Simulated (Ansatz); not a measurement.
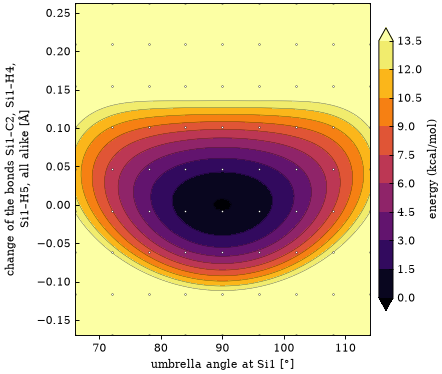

CH₂ClSi, SMILES [SiH2]=[C]Cl, spin multiplicity 2. Coordinates scanned: (1) umbrella angle at Si1 (between each of its bonds and their common axis; 90 is planar); (2) change of the bonds Si1–C2, Si1–H4, Si1–H5, all alike. Nothing is relaxed (all other coordinates rigid). The scan uses a 9 × 9 grid; 45 points were computed and 36 follow by symmetry. Points are written as (first, second). All energies are given in kcal/mol relative to the lowest grid point. In part of the range the unrestricted reference is strongly spin-contaminated. Method: Ansatz 0.2.0, UKS wB97X-V/def2-SVP.

Drawn: filled contours, dots at the grid points, one colour for all values above the top of the scale. Between grid points the surface is interpolated.

Estimate the position of the minimum and the force constants in these coordinates.

Answer. The interpolated minimum is at the first coordinate ≈ 90.0°, the second coordinate ≈ 0.000 Å. The curvatures there are about 6.8 eV/rad² and 79 eV/Å², with a cross term of about 0 eV/(rad·Å). Round the minimum the two coordinates are nearly uncoupled. (1 eV is 23.1 kcal/mol.)
